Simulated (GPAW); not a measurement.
# CsPbCl3 (Pm-3m): refractive index against wavelength

The refractive index of CsPbCl3 (Pm-3m) below the direct gap (1.87 eV on the mesh) is read from one computed spectrum, n = √(Re ε).

Symmetry: Pm-3m, No. 221, cubic system. Conventional cell: a = 5.605 Å, b = 5.605 Å, c = 5.605 Å, α = 90.00°, β = 90.00°, γ = 90.00°. Pb on site b has 6 Cl at 2.80 Å as nearest neighbours. Around Cs on site a lie 12 Cl at 3.96 Å. Cl on site c has 2 Pb at 2.80 Å as nearest neighbours.

Method: GPAW 26.7.0, PBE, RPA, k-mesh 6×6×6, local fields up to 60 eV, Lorentzian half width 0.15 eV.

Launch of the response step: `OMP_NUM_THREADS=1 python df.py`. The run took 4.5 min, its band step included, on 1 thread of Arm Neoverse V2, on a shared host.

```
wavelength (nm)  photon energy E (eV)       n
           3000                 0.413  1.9843
           2000                 0.620  1.9936
           1550                 0.800       ?
           1310                 0.946  2.0180
           1064                 1.165  2.0434
```

In the single-oscillator model n² − 1 = E₀E_d/(E₀² − E²), so 1/(n² − 1) = E₀/E_d − E²/(E₀E_d) is linear in E².

Working, on the rows shown:

| x = E² (eV²) | y = 1/(n² − 1) |
| --- | --- |
| 0.170801 | 0.340432 |
| 0.384302 | 0.336198 |
| 0.895757 | 0.325487 |
| 1.35784 | 0.314913 |

Means: x̄ = 0.70218, ȳ = 0.32926. Σ(x − x̄)(y − ȳ) = -0.01828, Σ(x − x̄)² = 0.8508. Slope = -0.01828 / 0.8508 = -0.02149; intercept = ȳ − slope · x̄ = 0.34434. Turned back into n, the line misses the rows shown by at most 0.00091.

Problem. Fill in the last column of the withheld row.

Solution. At x = 0.63984 the line gives y = 0.3306, that is 2.0062. The run gave 2.0054, so the interpolation is off by 0.0008, 1.4 % of the range in the table.

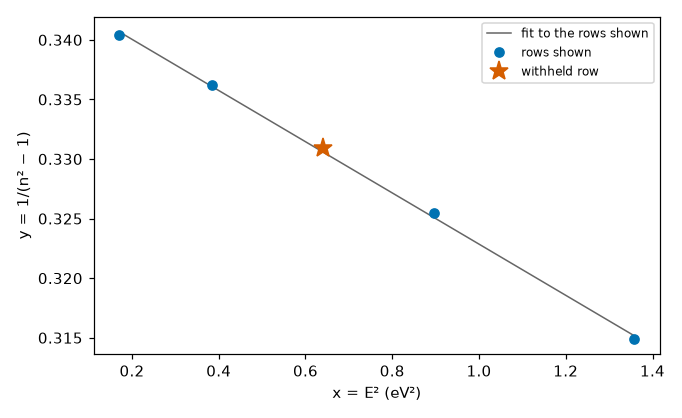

Refitted with all rows, the slope is -0.02151 and the intercept 0.34443. These give E₀ = √(intercept/−slope) = 4.00 eV and E_d = E₀/intercept = 11.6 eV; E₀ is 2.1 times the direct gap. The electronic limit at long wavelengths, without lattice vibrations, is n = √(1 + 1/intercept) = 1.976. Excitons are left out. The values come from a sum over the points of one k-mesh and carry its error, which grows as the direct gap shrinks. Spin-orbit coupling is left out.

[Logs are printed without paths, hosts, clocks, repeated set-up lines and the standing remarks that a program may print on its own settings, such as how far it seeks lower states.]
